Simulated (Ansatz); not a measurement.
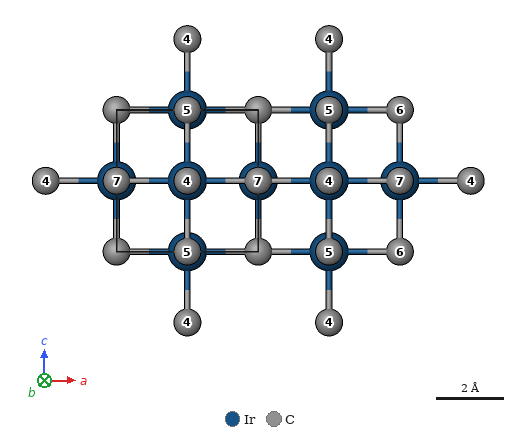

Starting structure of crystalline Ir3C4 (a generated structure, set up in Pm-3m) (coarse preliminary run). A ball-and-stick model of the cell of the calculation, repeated 2 × 1 × 1 with one cell outlined, seen along the b axis.

These are results of DFT PBE, scalar-relativistic, plane waves, PAW in Ansatz 0.2.0, not measurements.

Input
```yaml
crystal:
  lattice:
    - [4.23615562, 0.0, 0.0]
    - [0.0, 4.23615562, 0.0]
    - [0.0, 0.0, 4.23615562]
  atoms:
    - { symbol: Ir, position: [0.5, 0.5, 0.0] }
    - { symbol: Ir, position: [0.0, 0.5, 0.5] }
    - { symbol: Ir, position: [0.5, 0.0, 0.5] }
    - { symbol: C, position: [0.5, 0.5, 0.5] }
    - { symbol: C, position: [0.5, 0.0, 0.0] }
    - { symbol: C, position: [0.0, 0.5, 0.0] }
    - { symbol: C, position: [0.0, 0.0, 0.5] }
basis:
  ecutwfc: 420
kpoints:
  mp_grid: { grid: [4, 4, 4] }
hamiltonian:
  xc: pbe
scf:
  occupations: { method: gaussian, width: 0.1 }
  lower_state_search: "off"
output:
  forces: true
  stress: true
  eigenvalues: true
relax:
  adjacent_minimum: "off"
  f_tol: 0.04
  max_steps: 70
  cell: { stress_tol: 0.4 }
```

Launched with:
```bash
ansatz run input.yaml --threads 1 --pin off --max-ram 2048MiB --backend cpu --events-out ev --progress --plain --runs-dir out
```

> Where does the relaxation end?

No atom moves by more than 0.005 Å relative to the cell. The volume changes by +2.7 %, with a = b = c 4.236 → 4.274 Å (+0.9 %). Some distances before and after: Ir1–C4 2.118 → 2.137 Å. The space group stays Pm-3m (No. 221). After 2 accepted moves (3 points after the start) the energy has fallen by 7.0 meV per atom. All forces vanish by symmetry, so only the cell relaxes. The pressure goes from 7.90 to −0.01 GPa. The SCF was repeated once at an unchanged geometry on a basis and grid sized afresh for the cell, which shifted the energy by 0.6 meV per atom at most.

Step by step:

| step | E − E(0), meV/atom | pressure, GPa | volume, Å³/atom | note |
| --- | --- | --- | --- | --- |
| 0 | 0.00 | 7.90 | 10.860 |  |
| 1 | -6.16 | -0.98 | 11.190 |  |
| 2 | -6.36 | -0.05 | 11.153 |  |
| 3 | -7.00 | -0.01 | 11.153 | same geometry, new basis |

Final geometry:

```
CELL_PARAMETERS angstrom
4.27394 0.00000 0.00000
0.00000 4.27394 0.00000
0.00000 0.00000 4.27394
ATOMIC_POSITIONS crystal
Ir 0.50000 0.50000 0.00000
Ir 0.00000 0.50000 0.50000
Ir 0.50000 0.00000 0.50000
C 0.50000 0.50000 0.50000
C 0.50000 0.00000 0.00000
C 0.00000 0.50000 0.00000
C 0.00000 0.00000 0.50000
```

After the run, drawn alike:

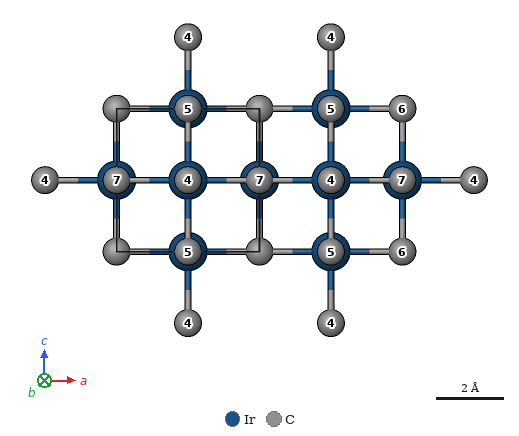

Limits of the set-up: the k-point mesh is coarse for a cell with partly filled bands.
